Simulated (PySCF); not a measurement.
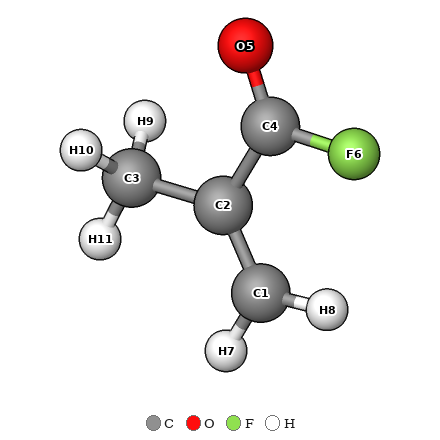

C₄H₅FO, SMILES C=C(C)C(=O)F. Vertical core-electron binding energies by ΔSCF (SCAN, pcX-2 on the ionised atom, pcseg-1 elsewhere, spin-free X2C; PySCF, at a GFN2-xTB geometry (no frequency check)), gas phase, against the vacuum level. One atom of each kind was ionised; within a panel, areas follow the number of like atoms, each panel is scaled alone, Gaussians of 0.4 eV full width. Only the regions named are shown. Lines closer than the width merge in the curve.

### Predict the C 1s and F 1s photoelectron lines.

```tsv
level	atoms	binding energy (eV)
C 1s	C4	295.6
C 1s	C2	291.8
C 1s	C3	291.3
C 1s	C1	291.1
F 1s	F6	693.0
```

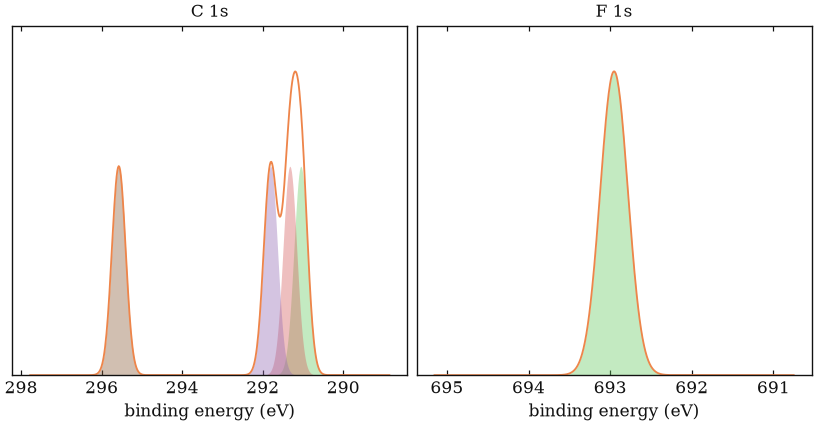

Note: one conformer of a flexible molecule; the tight-binding geometry is rougher than a DFT one and adds to the error.
